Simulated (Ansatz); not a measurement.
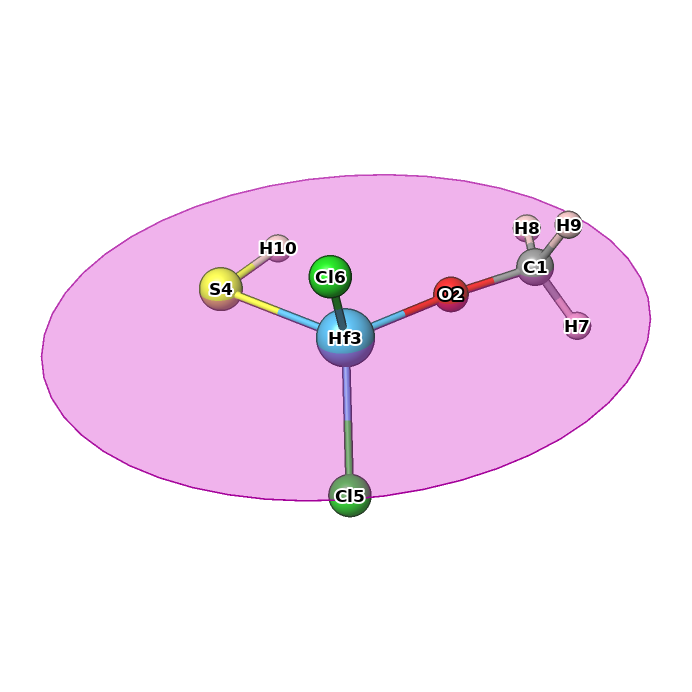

A disc through the centre of mass is drawn in. Atoms fade into the background with distance from the viewer. The species is neutral and a spin singlet. The computed structure is the end point of a PBE0-D4/def2-TZVP optimisation.

Question: Is the plane of the disc a mirror plane of the structure?

Answer: Yes. The reflection leaves C1, O2, Hf3, S4, H8, H10 in place and moves Cl5 ↔ Cl6; H7 ↔ H9. The point group is Cs.
